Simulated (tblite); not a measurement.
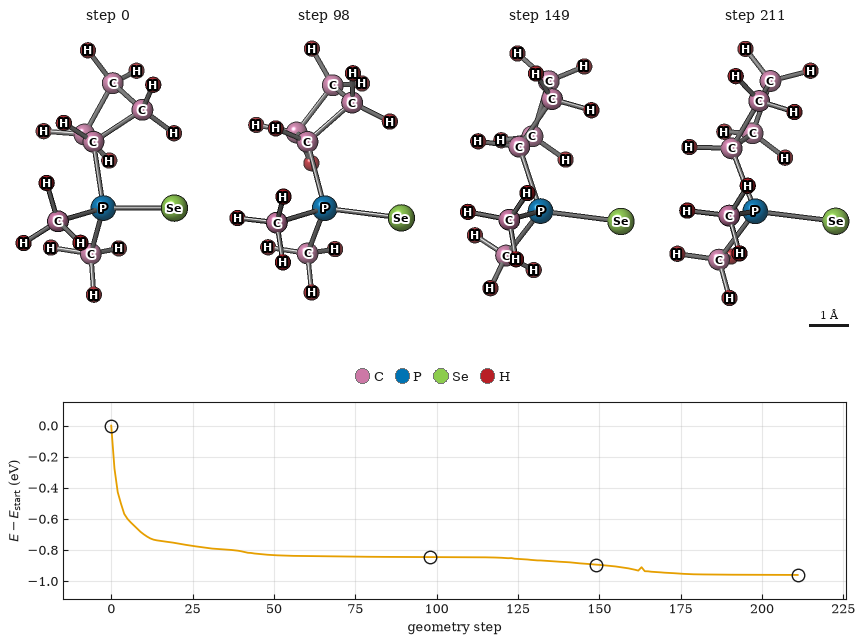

Frames of a relaxation of C6H13PSe, marked on the history of the run. The picture is a ball-and-stick view, seen from a free direction.

All numbers below come from GFN2-xTB geometry optimisation, gas phase (tblite 0.8.0). 

Question: What happens along the run?

Answer: An H atom moves most after the best rigid fit: 1.72 Å. Largest moves by element: H 1.72 Å, Se 1.26 Å, C 0.94 Å, P 0.28 Å. Some distances before and after: P–Se 2.010 → 2.093 Å, C–P 1.798 → 1.845 Å, C–H 1.126 → 1.088 Å, C–P 1.809 → 1.833 Å. Among the angles between lasting bonds that change: Se–P–C 104.1° → 114.9°, C–P–C 113.1° → 104.5°, H–C–H 116.6° → 109.2°. Groups turn about C–P by about 65°, C–P by about 35°, C–C by about 20°. After 211 geometry steps the energy has fallen by 0.960 eV. From step 0 to 98: H atoms move most (0.75 Å), energy −0.845 eV. From step 98 to 149: an H atom moves most (1.07 Å), energy −0.048 eV. From step 149 to 211: an H atom moves most (0.91 Å), energy −0.067 eV.
